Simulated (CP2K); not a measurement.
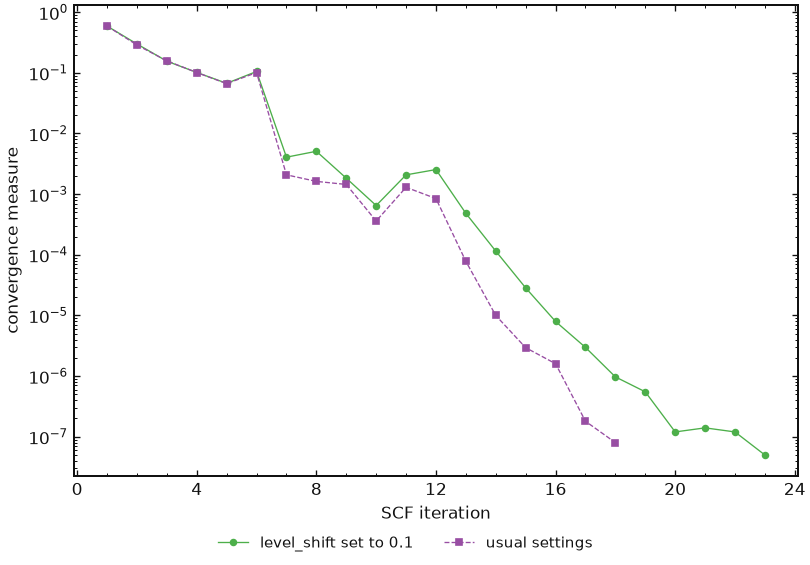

Two SCF runs that differ in one setting.
- system: Cl3FSi (SMILES F[Si](Cl)(Cl)Cl)
- method: CP2K 2026.2, RHF PM3

### How did each SCF end?

“usual settings” converged in 18 iterations. “level_shift set to 0.1” converged in 23 iterations. A level shift pushes the empty orbitals up, which shortens each step: safer, but slower. Both end at the same energy within 1 meV.
